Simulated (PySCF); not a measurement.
C5H7NSSi2, SMILES N#C[SiH2][SiH2]c1cccs1 at its GFN2-xTB optimised geometry (Å):

```
16

N      4.2936    -0.3099     0.0000
C      3.1474    -0.3099     0.0000
Si     1.2833    -0.3437    -0.0424
Si     0.6612    -1.8356    -1.7000
C     -1.2087    -1.7797    -1.8310
C     -2.1115    -1.0652    -1.0970
C     -3.4527    -1.2762    -1.4790
C     -3.5618    -2.1558    -2.5077
S     -2.0309    -2.7371    -3.0220
H      0.9248     1.0652    -0.2492
H      0.9179    -0.6994     1.3345
H      1.2128    -1.5019    -3.0204
H      1.0490    -3.2225    -1.4056
H     -1.8223    -0.4015    -0.2994
H     -4.2936    -0.7963    -1.0107
H     -4.4493    -2.5014    -2.9996
```

Computed with CAM-B3LYP/def2-TZVP (PySCF). Cells within 0.4 Å of a nucleus heavier than hydrogen are left out (blank, or x).

Map of the HOMO−1 amplitude (bohr^(-3/2)) on the plane z = 0.0 Å; orbital energy -8.89 eV, overall sign arbitrary:

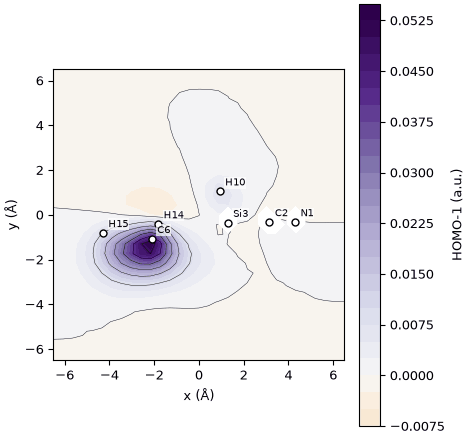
Figure: HOMO−1 amplitude (bohr^(-3/2)) on the plane z = 0.0 Å.
